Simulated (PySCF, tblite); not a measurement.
# C6H9B2O−: excited states, first hyperpolarisability

Aim: compute the excited states, first hyperpolarisability of C6H9B2O− (`CB(C)C1=CC=C([O-])B1`).

Programs: tblite 0.8.0 and PySCF 2.14.0, with routines of our own; each step states its level. All values are computed. Atoms count from 0.

## 1. The starting structure

18 atoms, charge -1, multiplicity 1; geometry from: force field or distance geometry start.

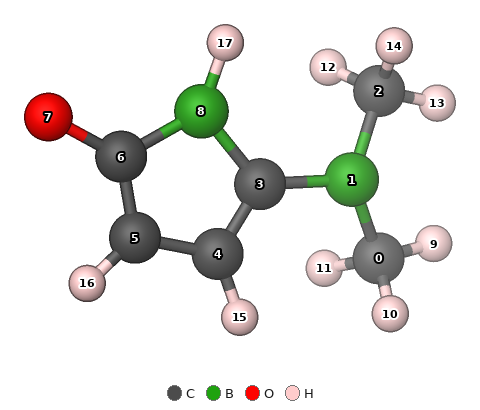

The starting geometry (carbon dark grey, boron green, oxygen red, hydrogen pink).

## 2. Geometry optimisation with GFN2-xTB

The job: settings as JSON, then the geometry in Å.

```
{"job": {"kind": "relax", "xc": "GFN2-xTB", "basis": "xTB"}, "charge": -1, "multiplicity": 1}
C     -1.992500    -1.199400    -0.075800
B     -1.151600     0.116400    -0.452300
C     -1.791600     1.498800    -0.007700
C      0.399400    -0.012600    -0.209600
C      1.069300    -1.154300    -0.185400
C      2.485100    -0.943700     0.055900
C      2.771200     0.342900     0.215800
O      4.026300     0.930800     0.481000
B      1.434000     1.115000     0.070700
H     -3.067600    -0.963200     0.049800
H     -1.849900    -1.994700    -0.825100
H     -1.593500    -1.504900     0.927600
H     -1.395900     1.740000     0.989000
H     -2.903400     1.313400     0.017900
H     -1.583900     2.323000    -0.712000
H      0.653600    -2.153200    -0.338300
H      3.267400    -1.704200     0.120300
H      1.214900     2.256200    -0.133500
```

Command:

```sh
> OMP_NUM_THREADS=1 python excited_run.py task.json out
```

One launch serves the whole session: the jobs run in the order shown.

Output:

```text
step      E/eV     max force
  0    -654.45029    7.188
  1    -655.44072    1.709
  2    -655.60765    1.239
  3    -655.77609    1.160
  4    -655.82745    0.640
  5    -655.86850    0.438
  6    -655.89350    0.395
  7    -655.93245    0.409
  8    -655.95735    0.462
  9    -655.97548    0.407
 10    -655.98935    0.297
 11    -656.00172    0.305
 12    -656.01169    0.248
 13    -656.01750    0.151
 14    -656.02170    0.179
 15    -656.02672    0.221
 16    -656.03210    0.236
 17    -656.03669    0.168
 18    -656.04013    0.146
 19    -656.04290    0.148
 20    -656.04538    0.165
 21    -656.04774    0.161
 22    -656.05021    0.121
 23    -656.05305    0.151
 24    -656.05635    0.155
 25    -656.05958    0.112
 26    -656.06181    0.105
 27    -656.06316    0.104
 28    -656.06433    0.097
 29    -656.06560    0.085
 30    -656.06694    0.096
 31    -656.06816    0.082
 32    -656.06918    0.076
 33    -656.07010    0.085
 34    -656.07105    0.082
 35    -656.07208    0.079
 36    -656.07324    0.091
 37    -656.07465    0.089
 38    -656.07630    0.081
 39    -656.07778    0.080
 40    -656.07879    0.070
 41    -656.07946    0.061
 42    -656.08009    0.058
 43    -656.08080    0.063
 44    -656.08147    0.055
 45    -656.08202    0.049
 46    -656.08246    0.046
 47    -656.08287    0.052
 48    -656.08326    0.047
 49    -656.08359    0.041
 50    -656.08390    0.045
 51    -656.08421    0.045
 52    -656.08452    0.045
 53    -656.08480    0.040
 54    -656.08505    0.034
 55    -656.08527    0.050
 56    -656.08545    0.038
 57    -656.08557    0.021
 58    -656.08563    0.017
 59    -656.08568    0.027
 60    -656.08576    0.032
 61    -656.08583    0.021
 62    -656.08586    0.011
 63    -656.08587    0.008
```

Wall time 0.52 s (1 thread of AMD EPYC 7B13, shared host); peak memory 0.18 GiB.

Relaxation path: (not every step is listed)

```tsv
step	energy from step 0 (eV)	largest force (eV/Å)
0	0.0000	7.1884
1	-0.9904	1.7087
2	-1.1574	1.2388
3	-1.3258	1.1603
4	-1.3772	0.6397
5	-1.4182	0.4383
6	-1.4432	0.3954
7	-1.4822	0.4090
8	-1.5071	0.4624
13	-1.5672	0.1506
18	-1.5898	0.1459
23	-1.6028	0.1510
28	-1.6140	0.0971
33	-1.6198	0.0848
38	-1.6260	0.0808
43	-1.6305	0.0626
48	-1.6330	0.0469
53	-1.6345	0.0402
58	-1.6353	0.0175
59	-1.6354	0.0272
60	-1.6355	0.0322
61	-1.6355	0.0209
62	-1.6356	0.0107
63	-1.6356	0.0081
```

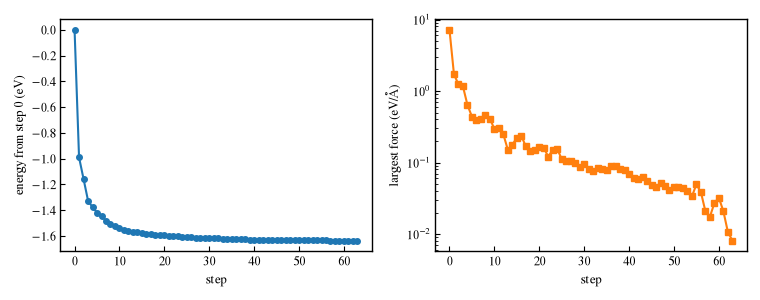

Energy and largest force along the relaxation.

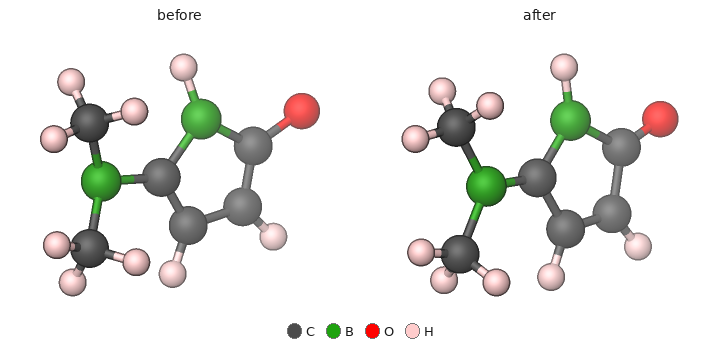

Before and after, at one scale.

Distances of close pairs at the start and the end, largest changes first:

```tsv
bond	before (Å)	after (Å)	change (Å)
C6–O7	1.411	1.243	-0.168
C3–C4	1.324	1.439	+0.115
C5–C6	1.328	1.439	+0.112
C6–B8	1.551	1.645	+0.094
C4–C5	1.452	1.367	-0.084
B1–C3	1.575	1.497	-0.078
C3–B8	1.556	1.511	-0.045
C2–H13	1.127	1.092	-0.035
```

The next job starts from the end point, and lists it.

## 3. Vibrational analysis with GFN2-xTB

The job: settings as JSON, then the geometry in Å.

```
{"job": {"kind": "ir", "xc": "GFN2-xTB", "basis": "xTB"}, "charge": -1, "multiplicity": 1}
C     -1.978784    -1.230280    -0.057385
B     -1.085904     0.114315    -0.030413
C     -1.882528     1.512867     0.000402
C      0.410726     0.080098    -0.009929
C      1.168082    -1.143339    -0.036855
C      2.528309    -1.009432     0.004527
C      2.886052     0.383459     0.067397
O      4.045216     0.828931     0.114281
B      1.446028     1.178608     0.059540
H     -3.051410    -1.039073    -0.133248
H     -1.710310    -1.876486    -0.894772
H     -1.824639    -1.820739     0.847924
H     -1.748783     2.010093     0.961783
H     -2.958291     1.409916    -0.159350
H     -1.504977     2.203166    -0.752949
H      0.688425    -2.117893    -0.088523
H      3.239507    -1.826091    -0.010955
H      1.324521     2.348197     0.106868
```

Output:

```text
mode    cm-1     km/mol
  1     -96.6      0.35
  2      20.0      0.61
  3      67.9      1.19
  4      99.6      0.09
  5     136.7      0.73
  6     197.9      1.56
  7     271.1      0.69
  8     338.8      0.31
  9     347.3      6.62
 10     409.2      0.85
 11     454.1      4.59
 12     483.9     15.47
 13     503.8     51.60
 14     640.5     34.59
 15     704.5     45.92
 16     746.8     33.48
 17     750.7      8.74
 18     757.1      0.33
 19     780.6      7.34
 20     852.7      0.78
 21     863.0      3.27
 22     886.4     12.41
 23     900.7     91.96
 24     931.0     29.58
 25    1044.8    105.90
 26    1073.5    122.03
 27    1088.2     95.50
 28    1126.1    124.87
 29    1196.0    139.44
 30    1326.9    148.11
 31    1380.8      2.85
 32    1391.2      5.53
 33    1408.6    189.97
 34    1484.2    821.94
 35    1523.0      0.81
 36    1526.8      3.70
 37    1532.1      1.93
 38    1535.4      0.62
 39    1627.4    289.31
 40    2552.1    320.31
 41    2953.9      2.93
 42    2963.1    277.93
 43    2966.2     86.38
 44    2970.7     71.23
 45    2983.5    116.05
 46    2986.0    101.51
 47    3005.3     64.40
 48    3015.5    197.99
```

Run time: 0.72 s. Hardware: 1 thread of AMD EPYC 7B13, shared host; peak memory 0.18 GiB.

The strongest bands and the atoms that carry them (share of the mass-weighted mode):

```tsv
cm⁻¹	km/mol	atoms
1196	139.4	C3 25 %, H15 22 %, B8 13 %, C6 12 %
1327	148.1	C5 23 %, C4 16 %, H15 15 %, C3 15 %
1409	190.0	C3 41 %, B1 25 %, C5 16 %
1484	821.9	C4 39 %, C5 30 %
1627	289.3	C6 58 %, O7 32 %
2552	320.3	H17 91 %
2963	277.9	H13 46 %, H9 29 %, H11 11 %
3016	198.0	H16 87 %
```

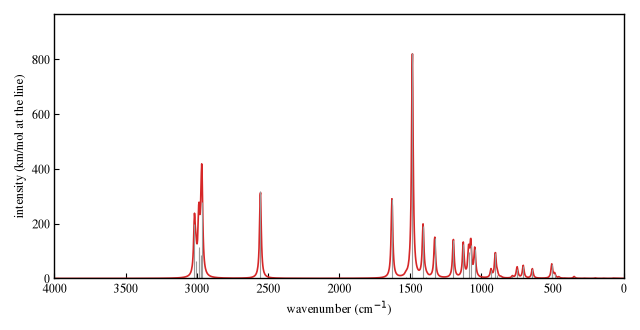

The infrared spectrum from these modes, unscaled. Lines are broadened to a width of 14 cm⁻¹ (Lorentzian).

## 4. Excited states: TDA CAM-B3LYP/def2-SVP

The job, as its differences from that of step 3:

```diff
@@ -1,2 +1,2 @@
-{"job": {"kind": "ir", "xc": "GFN2-xTB", "basis": "xTB"}, "charge": -1, "multiplicity": 1}
+{"job": {"kind": "states", "xc": "CAM-B3LYP", "basis": "def2-SVP", "tda": true, "soc": true, "nstates": 5, "ntriplets": 4, "nquad": 4}, "charge": -1, "multiplicity": 1}
 C     -1.978784    -1.230280    -0.057385
```

Level: TDA CAM-B3LYP/def2-SVP excited states, vertical, gas phase, spin-orbit mean-field couplings.

Output:

```text
coarse grid: 15360 points
cycle   1  E = -358.2459509933  dE =  1.359e+00  |g| = 9.317e-01  |ddm| = 4.648e+00
cycle   2  E = -358.0624682056  dE =  1.835e-01  |g| = 1.399e+00  |ddm| = 3.003e+00
cycle   3  E = -358.4460280065  dE = -3.836e-01  |g| = 2.182e-01  |ddm| = 2.060e+00
cycle   4  E = -358.4574697406  dE = -1.144e-02  |g| = 6.314e-02  |ddm| = 2.932e-01
cycle   5  E = -358.4585430853  dE = -1.073e-03  |g| = 2.039e-02  |ddm| = 9.589e-02
cycle   6  E = -358.4586970929  dE = -1.540e-04  |g| = 8.854e-03  |ddm| = 3.161e-02
cycle   7  E = -358.4587484201  dE = -5.133e-05  |g| = 3.580e-03  |ddm| = 2.133e-02
cycle   8  E = -358.4587700142  dE = -2.159e-05  |g| = 2.020e-03  |ddm| = 1.582e-02
cycle   9  E = -358.4587751466  dE = -5.132e-06  |g| = 5.388e-04  |ddm| = 8.609e-03
final grid: 149224 points
cycle  10  E = -358.5367464729  dE = -4.221e-05  |g| = 4.141e-03  |ddm| = 2.931e-02
cycle  11  E = -358.5367464520  dE =  2.084e-08  |g| = 4.403e-03  |ddm| = 8.700e-03
cycle  12  E = -358.5367507870  dE = -4.335e-06  |g| = 1.103e-03  |ddm| = 4.918e-03
cycle  13  E = -358.5367510204  dE = -2.335e-07  |g| = 1.761e-04  |ddm| = 1.190e-03
cycle  14  E = -358.5367510306  dE = -1.016e-08  |g| = 4.937e-05  |ddm| = 3.392e-04
cycle  15  E = -358.5367510318  dE = -1.235e-09  |g| = 2.219e-05  |ddm| = 9.053e-05
cycle  16  E = -358.5367510324  dE = -5.480e-10  |g| = 1.224e-05  |ddm| = 6.487e-05
converged SCF energy = -358.5367510324

Singlet excitations
state   eV       nm        f     d(h-e)  d(exc)  Lambda  PR(NTO)  |dmu|/D   mu/D   main configurations
  1   2.3457   528.6   0.00034   0.761   2.475   0.519   1.011    1.348    2.213   H-1->L 0.96
  2   2.3975   517.1   0.02021   1.182   2.899   0.589   1.021    3.239    6.499   H->L 0.98
  3   4.8981   253.1   0.49660   1.134   3.224   0.690   1.118    2.496    2.529   H->L+1 0.93
  4   4.9677   249.6   0.00335   0.714   2.931   0.371   1.324    1.973    5.234   H-2->L 0.64, H-1->L+1 0.12, H-4->L 0.09
  5   5.2723   235.2   0.00091   1.687   3.618   0.332   1.424                     H-1->L+1 0.76, H-2->L 0.12

Triplet excitations (Tamm-Dancoff)
state   eV     d(h-e)  d(exc)  Lambda  PR(NTO)   main configurations
  1   1.5882   0.892   2.796   0.589   1.021   H->L 0.97
  2   1.7612   0.733   2.402   0.516   1.011   H-1->L 0.95
  3   3.1902   0.940   2.926   0.695   1.156   H->L+1 0.90
  4   4.2864   0.107   2.615   0.706   1.189   H-3->L 0.81
S1 - T1 = 0.7575 eV

Spin-orbit couplings |<S|Hso|T>| (cm-1)
             T1       T2       T3       T4
S0        0.544   43.346    0.048    0.137
S1       11.447    0.571    4.331   25.766
S2        0.668    7.516    0.153    1.278
S3        0.083    1.253    0.490    0.607
S4        1.499    6.098    3.605    8.218
S5        1.700    1.465    5.820    0.982
T1 sublevels (cm-1): 0.000 0.000 0.074   radiative rates (1/s): 0.00285 9.06e-05 0.449
```

Run time: 29 s. Hardware: 1 thread of AMD EPYC 7B13, shared host; peak memory 0.84 GiB.

From this job:

```tsv
quantity	value
S1 less T1	0.76 eV
```

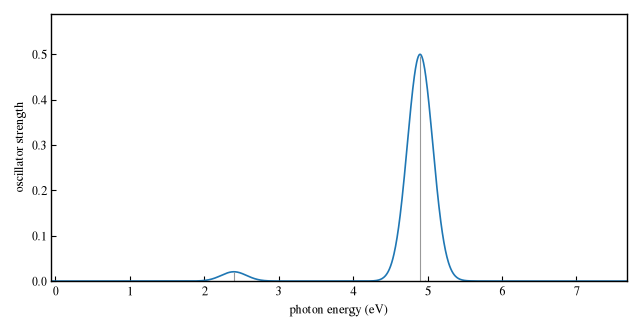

Absorption lines of the singlets. Lines are broadened to a width of 0.40 eV (Gaussian).

## 5. Excited states: TDDFT CAM-B3LYP/def2-SVPD

The job, as its differences from that of step 4:

```diff
@@ -1,2 +1,2 @@
-{"job": {"kind": "states", "xc": "CAM-B3LYP", "basis": "def2-SVP", "tda": true, "soc": true, "nstates": 5, "ntriplets": 4, "nquad": 4}, "charge": -1, "multiplicity": 1}
+{"job": {"kind": "states", "xc": "CAM-B3LYP", "basis": "def2-SVPD", "tpa": true, "nstates": 6, "nquad": 5, "ntriplets": 0}, "charge": -1, "multiplicity": 1}
 C     -1.978784    -1.230280    -0.057385
```

With the program's defaults for keys left out, this is: TDDFT CAM-B3LYP/def2-SVPD excited states, vertical, gas phase, two-photon moments by quadratic response.

Output:

```text
coarse grid: 15360 points
cycle   1  E = -358.2855243570  dE =  1.333e+00  |g| = 9.095e-01  |ddm| = 1.043e+01
cycle   2  E = -358.0795414458  dE =  2.060e-01  |g| = 1.423e+00  |ddm| = 3.834e+00
cycle   3  E = -358.4792129115  dE = -3.997e-01  |g| = 2.256e-01  |ddm| = 2.323e+00
cycle   4  E = -358.4910506726  dE = -1.184e-02  |g| = 6.409e-02  |ddm| = 5.469e-01
cycle   5  E = -358.4921616598  dE = -1.111e-03  |g| = 1.988e-02  |ddm| = 1.778e-01
cycle   6  E = -358.4923055271  dE = -1.439e-04  |g| = 8.329e-03  |ddm| = 6.094e-02
cycle   7  E = -358.4923573637  dE = -5.184e-05  |g| = 3.307e-03  |ddm| = 3.654e-02
cycle   8  E = -358.4923791582  dE = -2.179e-05  |g| = 2.147e-03  |ddm| = 2.292e-02
cycle   9  E = -358.4923851630  dE = -6.005e-06  |g| = 5.412e-04  |ddm| = 1.552e-02
final grid: 149224 points
cycle  10  E = -358.5702525625  dE = -4.817e-05  |g| = 4.223e-03  |ddm| = 1.894e-01
cycle  11  E = -358.5702523968  dE =  1.657e-07  |g| = 4.572e-03  |ddm| = 2.590e-02
cycle  12  E = -358.5702570291  dE = -4.632e-06  |g| = 1.164e-03  |ddm| = 9.129e-03
cycle  13  E = -358.5702572880  dE = -2.589e-07  |g| = 2.076e-04  |ddm| = 1.686e-03
cycle  14  E = -358.5702573030  dE = -1.498e-08  |g| = 5.188e-05  |ddm| = 1.044e-03
cycle  15  E = -358.5702573048  dE = -1.839e-09  |g| = 2.873e-05  |ddm| = 2.493e-04
cycle  16  E = -358.5702573058  dE = -9.552e-10  |g| = 1.461e-05  |ddm| = 1.454e-04
converged SCF energy = -358.5702573058

Singlet excitations
state   eV       nm        f     d(h-e)  d(exc)  Lambda  PR(NTO)  |dmu|/D   mu/D   delta(TPA)   sigma/GM   main configurations
  1   2.1385   579.8   0.01145   1.123   2.900   0.572   1.040    3.400    7.266      146.75      0.246   H->L 0.99
  2   2.3943   517.8   0.00008   0.765   2.533   0.515   1.015    1.635    2.466        0.26      0.001   H-1->L 0.97
  3   4.0872   303.3   0.00469   1.808   4.546   0.223   1.010    6.824    3.752      109.75      0.672   H->L+1 0.92
  4   4.6017   269.4   0.39248   1.100   3.305   0.645   1.133    2.923    2.838     7953.89     61.705   H->L+3 0.94
  5   4.8809   254.0   0.00039   1.055   2.911   0.364   1.134    2.946    6.703       30.68      0.268   H-2->L 0.69, H-4->L 0.11, H-5->L 0.10
  6   4.9537   250.3   0.00227   0.837   4.765   0.250   1.015                                            H->L+2 0.89
```

Run time: 61 s. Hardware: 1 thread of AMD EPYC 7B13, shared host; peak memory 1.2 GiB.

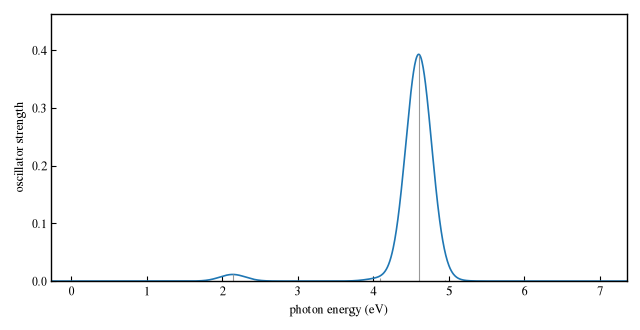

Absorption lines of the singlets. Lines are broadened to a width of 0.40 eV (Gaussian).

## 6. First hyperpolarisability: quadratic response B3LYP/def2-SVPD

The job, as its differences from that of step 5:

```diff
@@ -1,2 +1,2 @@
-{"job": {"kind": "states", "xc": "CAM-B3LYP", "basis": "def2-SVPD", "tpa": true, "nstates": 6, "nquad": 5, "ntriplets": 0}, "charge": -1, "multiplicity": 1}
+{"job": {"kind": "beta", "xc": "B3LYP", "basis": "def2-SVPD", "wavelengths": [1550, 1064, 694.3]}, "charge": -1, "multiplicity": 1}
 C     -1.978784    -1.230280    -0.057385
```

Method: quadratic response B3LYP/def2-SVPD first hyperpolarisability, Taylor convention, gas phase.

Output:

```text
coarse grid: 15360 points
cycle   1  E = -358.4603587552  dE =  1.033e+00  |g| = 9.851e-01  |ddm| = 1.085e+01
cycle   2  E = -357.8087572106  dE =  6.516e-01  |g| = 1.952e+00  |ddm| = 8.380e+00
cycle   3  E = -358.6587264850  dE = -8.500e-01  |g| = 4.516e-01  |ddm| = 7.238e+00
cycle   4  E = -358.7070084607  dE = -4.828e-02  |g| = 9.690e-02  |ddm| = 9.812e-01
cycle   5  E = -358.7084559631  dE = -1.448e-03  |g| = 5.990e-02  |ddm| = 3.401e-01
cycle   6  E = -358.7094353033  dE = -9.793e-04  |g| = 1.283e-02  |ddm| = 1.472e-01
cycle   7  E = -358.7094743139  dE = -3.901e-05  |g| = 4.951e-03  |ddm| = 3.727e-02
cycle   8  E = -358.7094809080  dE = -6.594e-06  |g| = 1.537e-03  |ddm| = 1.204e-02
final grid: 149224 points
cycle   9  E = -358.7850723112  dE = -6.022e-05  |g| = 8.422e-03  |ddm| = 3.008e-01
cycle  10  E = -358.7850324260  dE =  3.989e-05  |g| = 1.583e-02  |ddm| = 3.982e-02
cycle  11  E = -358.7850865967  dE = -5.417e-05  |g| = 3.604e-03  |ddm| = 2.516e-02
cycle  12  E = -358.7850894670  dE = -2.870e-06  |g| = 1.965e-04  |ddm| = 4.978e-03
cycle  13  E = -358.7850894730  dE = -5.977e-09  |g| = 1.471e-04  |ddm| = 1.161e-03
cycle  14  E = -358.7850894796  dE = -6.583e-09  |g| = 4.510e-05  |ddm| = 4.450e-04
cycle  15  E = -358.7850894800  dE = -4.502e-10  |g| = 1.882e-05  |ddm| = 1.423e-04
converged SCF energy = -358.7850894800

Lowest singlets (eV, f): 1.9681 0.0083  2.1857 0.0001  3.6364 0.0022

First hyperpolarisability (au)
process     nm      |vector|   parallel      HRS      DR
static         -      560.99    -302.92     285.87   3.066
shg       1550.0      327.46    -192.42     297.55   1.592
eope      1550.0      537.77    -296.99          -       -
eope      1064.0      466.65    -269.68          -       -
```

Wall time 38 s (1 thread of AMD EPYC 7B13, shared host); peak memory 0.95 GiB.

Warnings kept with the result: second harmonic within 0.3 eV of the first excitation or beyond it: left out; second harmonic within 0.3 eV of the first excitation or beyond it: left out.

## 7. Outcome

| quantity | value |
| --- | --- |
| strongest single infrared mode (GFN2-xTB) | 1484 cm⁻¹, 822 km/mol |
| zero-point energy (GFN2-xTB) | 84.1 kcal/mol |
| S1 less T1 (step 4, TDA CAM-B3LYP/def2-SVP) | 0.76 eV |
| β vector (step 6, quadratic response B3LYP/def2-SVPD) | static 561, SHG 1550.0 nm 327 au |

**Reading.** The lowest mode is imaginary (97i cm⁻¹), so the xTB geometry is not a minimum: the zero-point energy counts the real modes alone, and all values at this geometry belong to a saddle point. The strongest single mode, at 1484 cm⁻¹, is spread over many atoms; the largest shares are those of C4, C5. Unscaled tight-binding wavenumbers are off by several per cent, some by more. Its intensities can rank the bands wrongly. The anion's LUMO lies above zero, so it is an unbound level set by the basis, and the orbital gap is no excitation or fundamental gap. For an anion in the gas phase, states above the energy of detachment are held by the basis alone, so excitations and responses hang on it. In step 4, the number of triplets below S1 is 2, and the largest singlet-triplet spin-orbit coupling is S0–T2, 43.35 cm⁻¹.
